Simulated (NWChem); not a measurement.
# InH2Cl (SMILES [H][In]([H])[Cl]) at 3 levels

We compute a comparison of 3 runs (HF/STO-3G, HF/3-21G, HF/def2-TZVP) of InH2Cl. 

The calculation is run with NWChem 7.3.0.

## Step 1: Starting point

InH2Cl has 4 atoms, charge 0, and is taken as a singlet. As SMILES, `[H][In]([H])[Cl]`. Geometry: a GFN2-xTB relaxation, a rough one for these elements and not checked as a minimum.

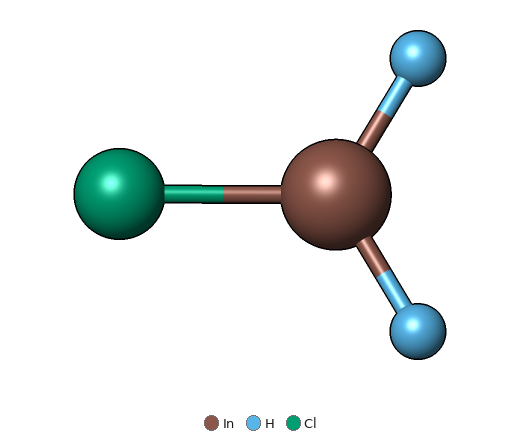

The structure, seen from a chosen angle (indium brown, hydrogen blue, chlorine teal).

## Step 2: Energy and gradient at HF/STO-3G (run 1)

The input, calc.nw:

```
echo
start calc
memory stack 880 mb heap 220 mb global 1100 mb
charge 0

geometry noautosym nocenter noautoz
In       0.070210       0.117850      -0.000370
H        1.783010       0.101380       0.011370
H       -0.755080       1.618480      -0.019870
Cl      -1.098140      -1.837720       0.008870
end

basis spherical bse
* library STO-3G
end

scf
thresh 1e-08
maxiter 80
end

task scf gradient
```

On the command line:

```sh
$ nwchem calc.nw > calc.out
```

The log of the run:

```text
[...]
  functions       =    38
[...]
  wavefunction    = RHF
[...]
         Total SCF energy =  -6138.691513222464
      One-electron energy =  -8958.371446562973
      Two-electron energy =   2590.540015850252
 Nuclear repulsion energy =    229.139917490256
        Time for solution =      1.9s
[...]
                         RHF ENERGY GRADIENTS
    atom               coordinates                        gradient
                 x          y          z           x          y          z
   1 In      0.132678   0.222704  -0.000699   -0.021012  -0.035060   0.000205
   2 H       3.369400   0.191580   0.021486    0.031679   0.005780   0.000153
   3 H      -1.426894   3.058484  -0.037549   -0.009880   0.030616  -0.000358
   4 Cl     -2.075184  -3.472787   0.016762   -0.000788  -0.001336   0.000001
[...]
```

It took 3.6 s on 1 thread of Intel Xeon Platinum 8488C (Sapphire Rapids), shared host; peak memory 0.098 GiB.

## Step 3: Energy and gradient at HF/3-21G (run 2)

The input, run.py:

```python
from ase import Atoms
from ase.calculators.nwchem import NWChem

mol = Atoms('InHHCl', positions=[
    [0.070210, 0.117850, -0.000370],
    [1.783010, 0.101380, 0.011370],
    [-0.755080, 1.618480, -0.019870],
    [-1.098140, -1.837720, 0.008870],
])

calc = NWChem(
    label='nw',
    theory='scf',
    memory='2200 mb',
    basis='3-21G',
    basispar='spherical bse',
    scf={'nopen': '0', 'rhf': None, 'thresh': '1e-08', 'maxiter': '80'},
)
mol.calc = calc

forces = mol.get_forces()
e = mol.get_potential_energy()
print(f"E = {e:.6f} eV")
print("forces (eV/A):")
for s, f in zip(mol.symbols, forces):
    print(f"{s:2s} {f[0]:10.5f} {f[1]:10.5f} {f[2]:10.5f}")
print("dipole (e A):", mol.get_dipole_moment().round(4))
```

On the command line:

```sh
$ export ASE_NWCHEM_COMMAND="nwchem PREFIX.nwi > PREFIX.nwo"
$ python run.py
```

The log of the run:

```text
E = -167981.904312 eV
forces (eV/A):
In    1.14702    1.91367   -0.00982
H     0.66720   -0.27300    0.00735
H    -0.55829    0.46064   -0.00771
Cl   -1.25593   -2.10131    0.01018
dipole (e A): [ 0.3108  0.5209 -0.0022]
```

The calculator wrote nw.nwi:

```
title "nw"

permanent_dir nw

scratch_dir nw

start nw

geometry units angstrom nocenter noautosym noautoz
  In 7.0209999999999995e-02 1.1785000000000000e-01 -3.6999999999999999e-04
  H  1.7830100000000000e+00 1.0138000000000000e-01 1.1370000000000000e-02
  H  -7.5507999999999997e-01 1.6184799999999999e+00 -1.9869999999999999e-02
  Cl -1.0981399999999999e+00 -1.8377200000000000e+00 8.8699999999999994e-03
end

memory 2200 mb

basis spherical bse noprint
   * library 3-21G
end

scf
  nopen 0
  rhf
  thresh 1e-08
  maxiter 80
end

task scf gradient
```

nw.nwo:

```text
Northwest Computational Chemistry Package (NWChem) 7.3.0
             --------------------------------------------------------

           Job information
           ---------------

    nwchem branch   = 7.3.0
    use scalapack   = T
    input           = nw.nwi
    prefix          = nw.
    data base       = nw/nw.db
    status          = startup
    nproc           =        1

           Memory information
           ------------------

[... 5 lines left out ...]
    hardfail = no
[... 120 lines left out ...]
         Quadratically convergent ROHF
[... 14 lines left out ...]
       Final RHF  results
[... 4 lines left out ...]
      Two-electron energy =   2581.205548173541
[... 53 lines left out ...]
                       ROHF Final Molecular Orbital Analysis
[... 213 lines left out ...]
                 ----------------------------------------
                 |  Time  |  1-e(secs)   |  2-e(secs)   |
                 ----------------------------------------
                 |  CPU   |       0.00   |       1.11   |
                 ----------------------------------------
                 |  WALL  |       0.00   |       1.11   |
                 ----------------------------------------

 Task  times  cpu:        3.6s     wall:        3.6s
 Total times  cpu:        3.6s     wall:        3.6s
```

Run time: 4.8 s. Hardware: 1 thread of Intel Xeon Platinum 8488C (Sapphire Rapids), shared host; peak memory 0.096 GiB.

## Step 4: Energy and forces at HF/def2-TZVP (core potential) (run 3)

The input, clh2in.nw:

```
start clh2in
title "ClH2In"
memory stack 880 mb heap 220 mb global 1100 mb

geometry units angstrom noautosym nocenter noautoz
   In     0.070210     0.117850    -0.000370
   H      1.783010     0.101380     0.011370
   H     -0.755080     1.618480    -0.019870
   Cl    -1.098140    -1.837720     0.008870
end

basis spherical bse
   In library def2-TZVP
   H library def2-TZVP
   Cl library def2-TZVP
end

ecp bse
   In library def2-TZVP
end

scf
   thresh 1e-08
   maxiter 80
   print low
end

task scf gradient
```

On the command line:

```sh
$ nwchem clh2in.nw > clh2in.out
```

The log of the run:

```text
[...]
  functions       =    99
[...]
  wavefunction    = RHF
[...]
         Total SCF energy =   -649.919319591307
      One-electron energy =  -1173.464192498075
      Two-electron energy =    422.279576008915
 Nuclear repulsion energy =    101.265296897853
        Time for solution =     21.5s
[...]
                         RHF ENERGY GRADIENTS
    atom               coordinates                        gradient
                 x          y          z           x          y          z
   1 In      0.132678   0.222704  -0.000699   -0.012408  -0.020656   0.000117
   2 H       3.369400   0.191580   0.021486   -0.003451   0.004734  -0.000074
   3 H      -1.426894   3.058484  -0.037549    0.005837  -0.000836   0.000041
   4 Cl     -2.075184  -3.472787   0.016762    0.010022   0.016759  -0.000084
 Task  times  cpu:       30.3s     wall:       30.3s
 Total times  cpu:       30.3s     wall:       30.3s
```

It took 31 s on 1 thread of Intel Xeon Platinum 8488C (Sapphire Rapids), shared host; peak memory 0.11 GiB.

## Step 5: All runs side by side

| run | level | core potential | energy (Eh) | dipole moment (D) | HOMO energy (eV) | LUMO energy (eV) | wall time |
| --- | --- | --- | --- | --- | --- | --- | --- |
| 1 | HF/STO-3G | – | -6138.691513 | 2.76 | -8.72 | 5.14 | 3.6 s |
| 2 | HF/3-21G | – | -6173.221172 | 2.91 | -11.17 | 0.51 | 4.8 s |
| 3 | HF/def2-TZVP (core potential) | def2-TZVP | -649.919320 | – | – | – | 31 s |

## Step 6: Results

| quantity | value |
| --- | --- |
| run 3: total energy | -649.91932 Eh |
| run 3: largest force on an atom | 1.239 eV/Å |

What this shows: Some runs of one species differ in core potentials or relativity; totals across that change don't compare. In run 1 the basis is minimal, so the values are rough. In runs 1, 2 relativity is left out where basis or elements ask for it. All runs together took 39 s, the longest 31 s.
